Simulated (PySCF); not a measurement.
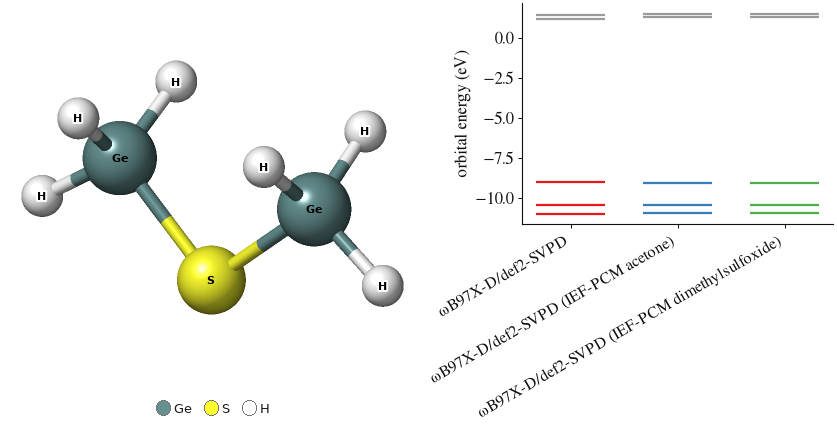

Frontier orbital energies of Ge₂H₆S, SMILES [GeH3][S][GeH3], singlet at one geometry, PySCF 2.14.0, at a PBE0-D3(BJ)/def2-SVP geometry (no frequency check). Empty levels are grey, levels within 0.1 eV stand side by side; all columns show the same few orbitals around the gap.

### How do the frontier levels move from column to column?

The separation grows from 10.19 eV (ωB97X-D/def2-SVPD) to 10.37 eV (ωB97X-D/def2-SVPD (IEF-PCM dimethylsulfoxide)).

```tsv
level	HOMO (eV)	LUMO (eV)	separation (eV)
ωB97X-D/def2-SVPD	−9.02	1.17	10.19
ωB97X-D/def2-SVPD (IEF-PCM acetone)	−9.09	1.27	10.36
ωB97X-D/def2-SVPD (IEF-PCM dimethylsulfoxide)	−9.10	1.27	10.37
```

Caveats, for all or some of the runs: empty levels above zero depend strongly on the basis.
